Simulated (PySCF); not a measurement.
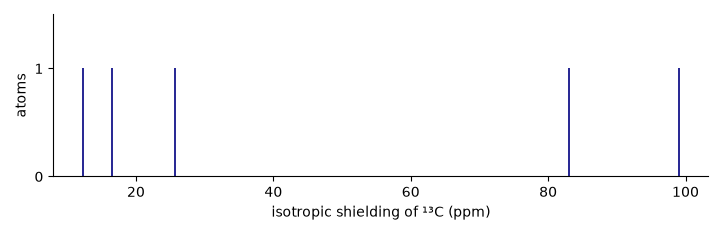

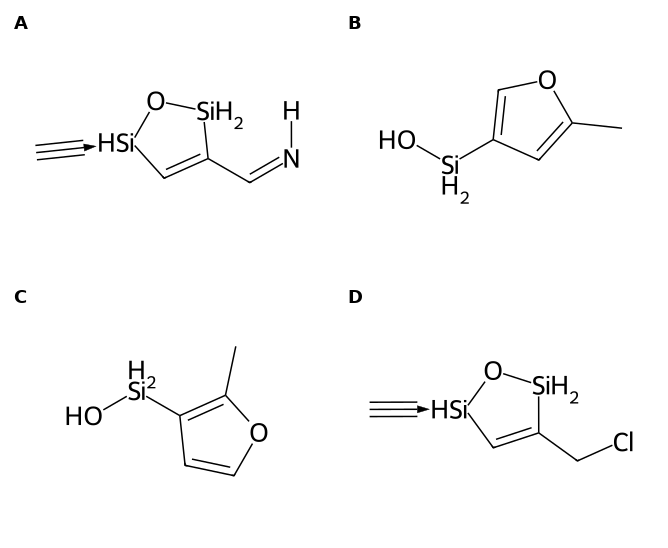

The sticks are computed shieldings of one of the molecules, for one fixed geometry (GFN2-xTB) without averaging over rotations. Low shielding means a high chemical shift. Method: GIAO PBE0/pcSseg-1 NMR shielding, non-relativistic, gas phase (PySCF 2.14.0).

### Match the spectrum to a structure.

A, `[H]/N=C\C1=C[Si@@H](C#C)O[SiH2]1`. Its 5 C atoms give lines at 12.3, 16.5, 25.7, 83.0, 99.0 ppm.

The geometry is semi-empirical. Around Si such bond lengths and angles can be off by a tenth of an ångström or more and by several degrees, and values that hang on the shape move with them.
